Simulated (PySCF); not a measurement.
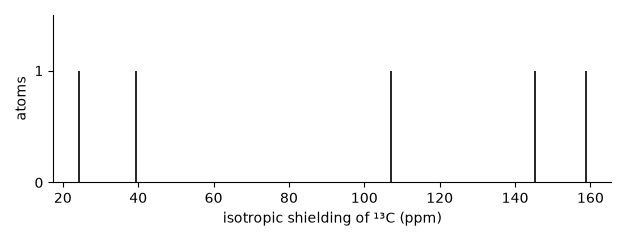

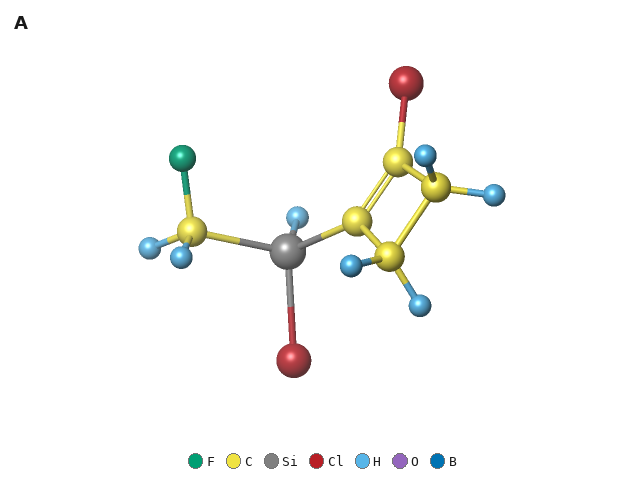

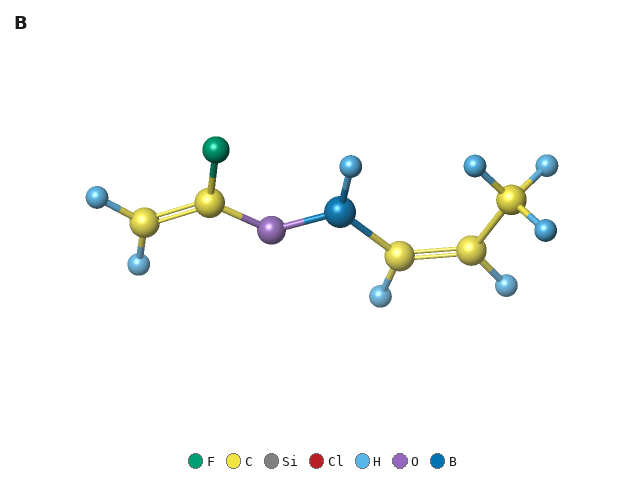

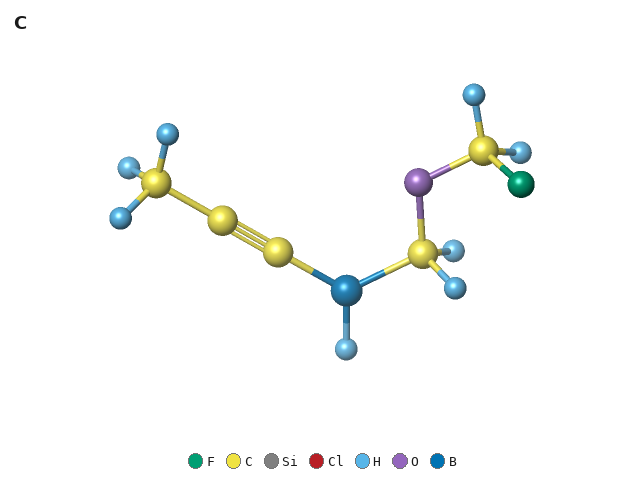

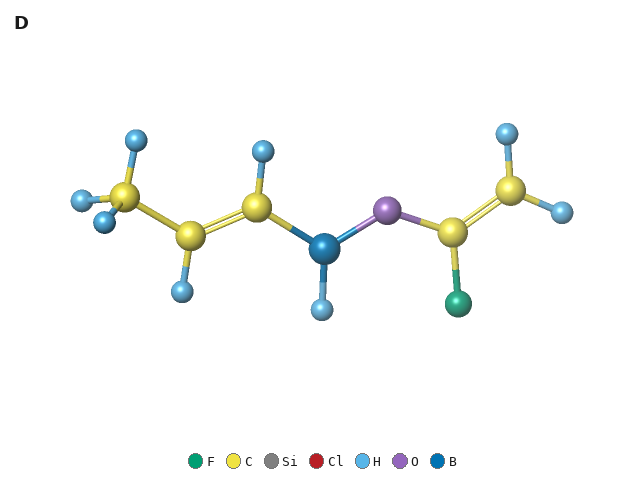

The sticks are computed shieldings of one of the molecules, for one fixed geometry (GFN2-xTB) without averaging over rotations. Low shielding means a high chemical shift. Method: GIAO PBE0/pcSseg-1 NMR shielding, non-relativistic, gas phase (PySCF 2.14.0).

**Which molecule gives this pattern?**

A, `FC[Si@H](Cl)C1=C(Cl)CC1`. Its 5 C atoms give lines at 24.2, 39.5, 107.0, 145.3, 158.8 ppm.

The geometry is semi-empirical. Around B, Si such bond lengths and angles can be off by a tenth of an ångström or more and by several degrees, and values that hang on the shape move with them.
